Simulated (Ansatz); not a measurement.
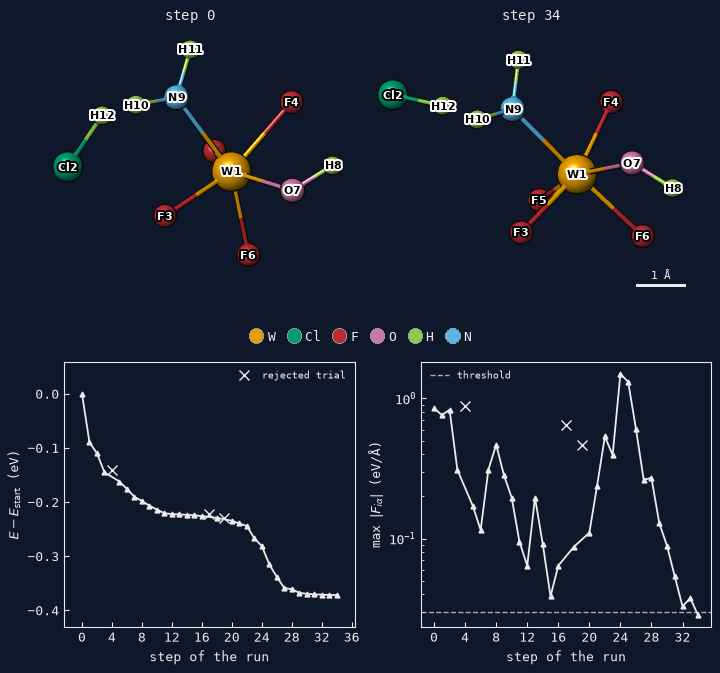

First and last geometry of a relaxation of WNH$_{4}$OClF$_{4}$, with the history of the run. A ball-and-stick model, seen at a tilt.

The run prepares an end point of a later path (reaction) calculation, from a guessed geometry.

These are results of RKS PBE/def2-SVP (Ansatz 0.2.0), not measurements. (no spin polarisation; force threshold 0.03 eV/Å; at most 50 steps)

Question: Did the run converge, and what did it change?

Answer: It converged. Cl2 moves most after the best rigid fit: 1.52 Å. Largest moves by element: Cl 1.52 Å, F 1.20 Å, O 0.59 Å, H 0.49 Å, N 0.28 Å, W 0.11 Å. Near-neighbour distances that change, for instance: W1–N9 2.040 → 1.985 Å, W1–F4 1.904 → 1.869 Å, Cl2–H12 1.341 → 1.314 Å, W1–F6 1.889 → 1.911 Å. Among the angles between lasting bonds that change: F3–W1–F5 116.0° → 88.4°, F4–W1–F6 120.0° → 98.4°, F6–W1–N9 156.9° → 174.6°. After 31 accepted moves (34 points after the start) the energy has fallen by 0.372 eV. Largest force component: 0.85 eV/Å at the start, 0.028 eV/Å at the end. The line search rejected the trial steps at points 4, 17, 19 of the run. The run took 93 s on 4 threads of Intel(R) Xeon(R) Platinum 8175M CPU @ 2.50GHz (Skylake/Cascade Lake) (shared host), peak memory 0.26 GiB.

Limits of the set-up: the start holds two separate molecules, 2.3 Å apart at their closest, whose relative position is a soft coordinate and is computed without a dispersion correction.
